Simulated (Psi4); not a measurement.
# GeH3F (fluorogermane): BHLYP/aug-cc-pVDZ

Aim: the vertical ionisation energy of GeH3F (fluorogermane) at BHLYP/aug-cc-pVDZ, from 2 runs. 

The calculation is run with Psi4 1.11.

2 further runs of the same task are left out: 2 set aside as unsound or not needed.

**1. Starting point**

GeH3F: 5 atoms, total charge 0, spin state singlet. SMILES: `[F][GeH3]`. The shape is that of a PBE0-D4/def2-TZVP optimisation.

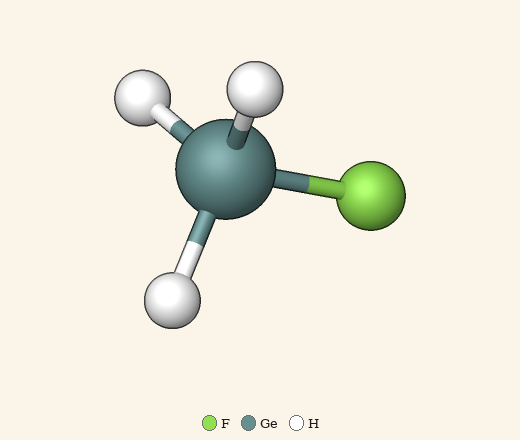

Viewed from a chosen angle; fluorine green, germanium teal, hydrogen white.

**2. Energy and forces at BHLYP/aug-cc-pVDZ**

File fgeh3.json:

```json
{
 "schema_name": "qcschema_input",
 "schema_version": 1,
 "molecule": {
  "schema_name": "qcschema_molecule",
  "schema_version": 2,
  "symbols": ["F", "Ge", "H", "H", "H"],
  "geometry": [-1.97759839, 0.8962971, 2.1962397, 0.12887932, -0.07861261, -0.13757206, 2.51522547, -0.96753978, 1.24457363, -1.18637006, -2.22609737, -1.57074035, 0.61434996, 2.23667984, -1.8105466],
  "molecular_charge": 0,
  "molecular_multiplicity": 1,
  "fix_symmetry": "c1"
 },
 "driver": "gradient",
 "model": {
  "method": "bhhlyp",
  "basis": "aug-cc-pVDZ"
 },
 "keywords": {
  "puream": true,
  "e_convergence": 1e-09,
  "d_convergence": 1e-08,
  "scf_type": "pk",
  "dft_radial_points": 99,
  "dft_spherical_points": 590,
  "scf_properties": ["MULLIKEN_CHARGES", "DIPOLE", "WIBERG_LOWDIN_INDICES"]
 }
}
```

Run with:

```sh
$ psi4 --qcschema fgeh3.json -n 1 --memory 1600MB
```

stdout:

```text
[...]
                   'protocols': {'error_correction': {'default_policy': True, 'policies': None},
                                 'native_files': 'none',
[...]
  Running in c1 symmetry.
[...]
  Nuclear repulsion =  126.699030089755894
[...]
  Multiplicity = 1
[...]
  Nalpha       = 22
  Nbeta        = 22
[...]
    Number of basis functions: 86
[...]
   @RKS iter   1: -2177.93742143198324   -3.25916e+00   1.40037e-02 ADIIS/DIIS
[...]
   @RKS iter  10: -2178.59294323035920   -2.27374e-12   1.83818e-09 DIIS
[...]
  @RKS Final Energy: -2178.59294323035920
   => Energetics <=
    Nuclear Repulsion Energy =            126.6990300897558939
    One-Electron Energy =               -3287.6627804289082633
    Two-Electron Energy =                1028.6923608946422064
    DFT Exchange-Correlation Energy =     -46.3215537858487139
    Empirical Dispersion Energy =           0.0000000000000000
    VV10 Nonlocal Energy =                  0.0000000000000000
    Total Energy =                      -2178.5929432303587419
[...]
 Multipole Moments:
 ------------------------------------------------------------------------------------
     Multipole            Electronic (a.u.)      Nuclear  (a.u.)        Total (a.u.)
 ------------------------------------------------------------------------------------
 L = 1.  Multiply by 2.5417464519 to convert [e a0] to [Debye]
 Dipole X            :          0.3570497            0.2320869            0.5891365
 Dipole Y            :         -0.1646792           -0.1077987           -0.2724779
 Dipole Z            :         -0.3960110           -0.2568343           -0.6528453
 Magnitude           :                                                    0.9206156
[...]
  Mulliken Charges: (a.u.)
   Center  Symbol    Alpha    Beta     Spin     Total
       1     F     4.83240  4.83240  0.00000 -0.66480
       2    GE    15.80923 15.80923  0.00000  0.38153
       3     H     0.45279  0.45279  0.00000  0.09443
       4     H     0.45280  0.45280  0.00000  0.09440
       5     H     0.45278  0.45278  0.00000  0.09444
   Total alpha = 22.00000, Total beta = 22.00000, Total charge = -0.00000
  Wiberg Bond Indices using Orthogonal Lowdin Orbitals:
[...]
  -Total Gradient:
     Atom            X                  Y                   Z
    ------   -----------------  -----------------  -----------------
       1        0.003465735146    -0.001613550297    -0.003834562978
       2       -0.005128801485     0.002406437739     0.005675238030
       3        0.001918859308    -0.000738171632     0.000820901283
       4       -0.000792527285    -0.001670428024    -0.001240787438
       5        0.000537005251     0.001615381840    -0.001421311526
[...]
```

The result, in JSON:

```text
{
 "driver": "gradient",
 "model": {
  "method": "bhhlyp",
  "basis": "aug-cc-pVDZ"
 },
 "success": true,
 "return_result": [0.003465735146252105, -0.0016135502973606032, -0.003834562978372466, -0.005128801484922892, 0.002406437739484341, 0.005675238029982273, 0.0019188593081225919, -0.0007381716315788753, 0.0008209012830461063, -0.0007925272848674086, -0.0016704280238890173, -0.0012407874376253389, 0.0005370052508688536, 0.0016153818404009285, -0.001421311525699423],
 "properties": {
  "calcinfo_nbasis": 86,
  "calcinfo_nmo": 86,
  "calcinfo_nalpha": 22,
  "calcinfo_nbeta": 22,
  "calcinfo_natom": 5,
  "nuclear_repulsion_energy": 126.6990300897559,
  "return_energy": -2178.592943230359,
  "return_gradient": [0.003465735146252105, -0.0016135502973606032, -0.003834562978372466, -0.005128801484922892, 0.002406437739484341, 0.005675238029982273, 0.0019188593081225919, -0.0007381716315788753, 0.0008209012830461063, -0.0007925272848674086, -0.0016704280238890173, -0.0012407874376253389, 0.0005370052508688536, 0.0016153818404009285, -0.001421311525699423],
  "scf_one_electron_energy": -3287.6627804289083,
  "scf_two_electron_energy": 1028.6923608946422,
  "scf_xc_energy": -46.321553785848714,
  "scf_dipole_moment": [0.5891365155893107, -0.27247790707359326, -0.6528453496373023],
  "scf_total_energy": -2178.592943230359,
  "scf_total_gradient": [0.003465735146252105, -0.0016135502973606032, -0.003834562978372466, -0.005128801484922892, 0.002406437739484341, 0.005675238029982273, 0.0019188593081225919, -0.0007381716315788753, 0.0008209012830461063, -0.0007925272848674086, -0.0016704280238890173, -0.0012407874376253389, 0.0005370052508688536, 0.0016153818404009285, -0.001421311525699423],
  "scf_iterations": 10
 }
}
```

Wall time 32 s (1 thread of Intel Xeon 6975P-C (Granite Rapids), shared host); peak memory 1.2 GiB.

**3. The doublet cation, same level**

File job.inp:

```
memory 1600 mb

molecule {
  1 2
  F     -1.97759839     0.89629710     2.19623970
  Ge     0.12887932    -0.07861261    -0.13757206
  H      2.51522547    -0.96753978     1.24457363
  H     -1.18637006    -2.22609737    -1.57074035
  H      0.61434996     2.23667984    -1.81054660
  units bohr
  symmetry c1
  no_reorient
  no_com
}

set {
  basis                aug-cc-pVDZ
  reference            uks
  puream               true
  e_convergence        1e-09
  d_convergence        1e-08
  scf_type             pk
  dft_radial_points    99
  dft_spherical_points 590
  maxiter              200
}

energy_value, wavefunction = gradient('bhhlyp', return_wfn=True)
oeprop(wavefunction, 'WIBERG_LOWDIN_INDICES', 'LOWDIN_CHARGES', 'QUADRUPOLE', title='BHHLYP')
```

Run with:

```sh
$ psi4 -i job.inp -o job.out -n 1
```

job.out, shortened:

```text
[...]
  Running in c1 symmetry.
[...]
  Nuclear repulsion =  126.699030089755894
[...]
  Multiplicity = 2
[...]
  Nalpha       = 22
  Nbeta        = 21
[...]
    Number of basis functions: 86
[...]
   @UKS iter   1: -2177.57499444674750   -2.89673e+00   1.34745e-02 ADIIS/DIIS
[...]
   @UKS iter  23: -2178.13158901672887   -9.09495e-13   3.25189e-09 DIIS
[...]
   @S^2 Observed:                7.761984271E-01
[...]
  @UKS Final Energy: -2178.13158901672887
   => Energetics <=
    Nuclear Repulsion Energy =            126.6990300897558939
    One-Electron Energy =               -3274.7200352171771556
    Two-Electron Energy =                1016.0214066042051400
    DFT Exchange-Correlation Energy =     -46.1319904935128662
    Empirical Dispersion Energy =           0.0000000000000000
    VV10 Nonlocal Energy =                  0.0000000000000000
    Total Energy =                      -2178.1315890167293219
[...]
  -Total Gradient:
     Atom            X                  Y                   Z
    ------   -----------------  -----------------  -----------------
       1       -0.011866510484     0.012124820949     0.010164017411
       2        0.021305846596    -0.072340966559     0.004522604747
       3       -0.016893034132     0.023656138205    -0.014443506662
       4        0.006478394593     0.031578876577     0.003312020827
       5        0.000975769784     0.004980739645    -0.003555809646
[...]
 Multipole Moments:
 ------------------------------------------------------------------------------------
     Multipole            Electronic (a.u.)      Nuclear  (a.u.)        Total (a.u.)
 ------------------------------------------------------------------------------------
 L = 1.  Multiply by 2.5417464519 to convert [e a0] to [Debye]
 Dipole X            :         12.3783745          -11.7310419            0.6473326
 Dipole Y            :         -5.3066369            4.5941131           -0.7125238
 Dipole Z            :        -13.7619026           13.2271381           -0.5347645
 Magnitude           :                                                    1.1012279
 L = 2.  Multiply by 1.3450342976 to convert [e a0^2] to [Debye ang]
 Quadrupole XX       :        -57.4256945           43.8408336          -13.5848609
 Quadrupole XY       :         15.1721888          -14.6953518            0.4768369
[...]
```

Run time: 39 s. Hardware: 1 thread of Intel Xeon 6975P-C (Granite Rapids), shared host; peak memory 1.2 GiB.

**4. Results**

At BHLYP/aug-cc-pVDZ:

```
                                          quantity           value
                       singlet GeH3F: total energy  -2178.59294 Eh
                      singlet GeH3F: dipole moment          2.34 D
                        singlet GeH3F: HOMO energy       -11.10 eV
                        singlet GeH3F: LUMO energy         0.00 eV
                      singlet GeH3F: HOMO–LUMO gap        11.11 eV
           singlet GeH3F: largest force on an atom      0.412 eV/Å
                      doublet cation: total energy  -2178.13159 Eh
doublet cation: HOMO energy (highest over α and β)       -17.81 eV
 doublet cation: LUMO energy (lowest over α and β)       -14.00 eV
                              doublet cation: ⟨S²⟩           0.776
          doublet cation: largest force on an atom      3.885 eV/Å
vertical ionisation energy (to the doublet cation)       12.554 eV
```

In words: Removing an electron at fixed nuclei costs 12.55 eV (290 kcal/mol). The largest force (singlet GeH3F) is 0.41 eV/Å: the shape isn't a stationary point for this species at this level. The negative HOMO energy of the first species, 11.10 eV, lies 1.45 eV below that difference. Mulliken charges (singlet GeH3F) run from -0.66 on F1 to +0.38 on Ge2; in a basis this large or diffuse they mean little.
